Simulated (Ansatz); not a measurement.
**CsI under a change: I vacancy, symmetric start**

The parent structure is a 14-atom supercell of CsI in the CsCl type structure (space group Pm-3m, No. 221; a = 4.610 Å) at its relaxed geometry.

Perturbation: a neutral I vacancy, symmetric start, atoms relaxed at fixed cell.

The values are results of r2SCAN, PAW, 500 eV (Ansatz, a quantum-chemistry and plane-wave program; no SOC), not measurements. Settings: 4×4×4 k-points, 0.01 eV Fermi–Dirac smearing.

The energy gained by relaxation is 0.00 eV and the largest displacement of a host atom from its site in the perfect cell amounts to 0.00 Å.

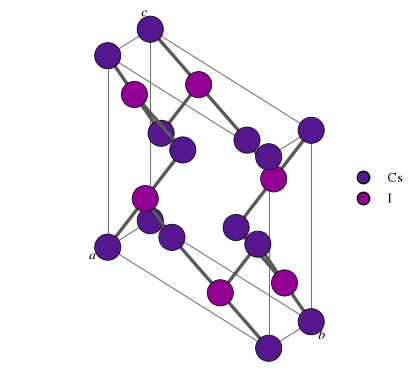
*The relaxed cell after the change*

Cost of the whole job for the changed cell (relaxation, final SCF and bands): about 19 core-minutes (a rough figure).

The magnetic state is the one reached from the starting moments; the real material's order can differ, and small cells can't hold many antiferromagnetic ones. In so small a cell the defect repeats every few ångströms: this is an ordered compound, not a dilute defect. The defect started on the symmetric site and kept its symmetry, so it may sit on a saddle. The defect cell is spin-polarised and ends with 1.0 μB.
